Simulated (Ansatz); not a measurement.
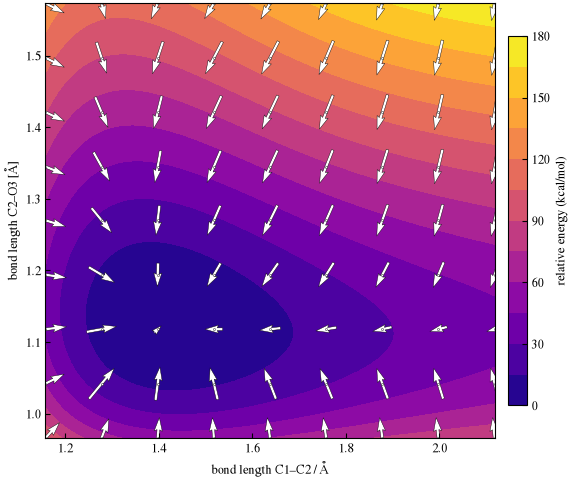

Energy landscape of C2HO, SMILES [CH+]=C=O, charge +1. Coordinates scanned: (1) bond length C1–C2; (2) bond length C2–O3. Nothing is relaxed (all other coordinates rigid). Grid: 9 × 9 points. Points are written as (first, second). Energies are in kcal/mol, from the relaxed molecule at the same level. The reference is spin-restricted, which grows unreliable where a bond is stretched far. Method: Ansatz, RKS wB97X-V/def2-TZVP.

The picture shows filled contours, dots at the grid points, arrows along the force (downhill), their lengths compressed. Between grid points the surface is interpolated. 

Describe this landscape.

Answer. The lowest grid point is at (1.398 Å, 1.118 Å), 0.14 kcal/mol from the relaxed molecule at the same level. No other kind of well shows on this grid. The highest grid point, (2.118 Å, 1.573 Å), lies 176 kcal/mol above the lowest. Round the minimum the two coordinates are weakly coupled (coupling 0.13 in units of the two stiffnesses).

Each point was launched as `ansatz run input.yaml --threads 1 --pin off --max-ram 2560MiB --backend cpu --events-out ev --progress --plain --runs-dir out`. The whole map (81 points run) took 8.4 min on 1 thread of Intel(R) Xeon(R) Platinum 8375C CPU @ 2.90GHz (Ice Lake), on a shared host.
